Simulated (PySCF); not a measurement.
H6N2SSi2

Input file:

```
{"job": {"kind": "nmr", "xc": "PBE0", "basis": "pcSseg-1"}, "charge": 0, "multiplicity": 1}
S      2.684675     0.724630     0.141001
Si     0.617349     0.643209     0.676777
N     -0.072044    -0.948195     0.712133
Si    -1.309339    -0.650729    -0.478416
N     -0.500158     0.884690    -0.627528
H      2.596688    -0.078389    -0.906334
H      0.473244     1.478348     1.852805
H      0.061855    -1.707895     1.351828
H     -1.178476    -1.490331    -1.662130
H     -2.651419    -0.553546     0.080568
H     -0.716951     1.700878    -1.166668
```

Launched as:

```sh
OMP_NUM_THREADS=1 python probes_run.py task.json out
```

Geometry: GFN2-xTB.

Theory: PBE0/pcSseg-1, SCF density, gas phase, non-relativistic in PySCF.

### What can the converged electron density and electron localisation function tell about the bonding?

Si–N (1.73 Å): ρ is about 1.1 e/Å³ halfway; the ELF peaks at about 0.90 between the atoms (a polar covalent bond).
N–H (1.00 Å): ρ is about 2.8 e/Å³ halfway; the ELF climbs to about 1 towards the hydrogen, as it does in any bond to H (an ordinary covalent bond to hydrogen).

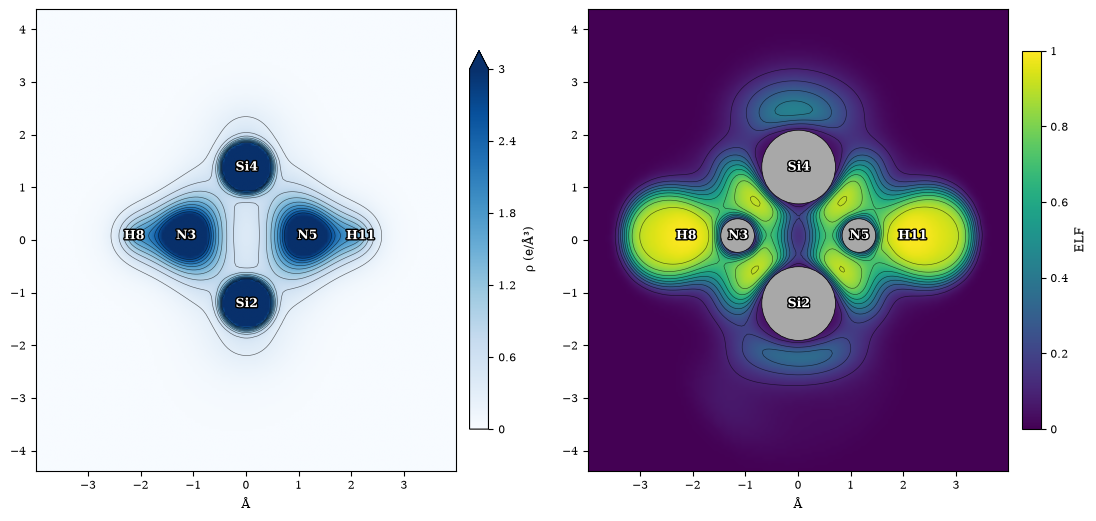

Computed electron density and electron localisation function on the plane of atoms Si2, N3 and Si4, in this order. Grey discs cover the atomic cores in the ELF map. 
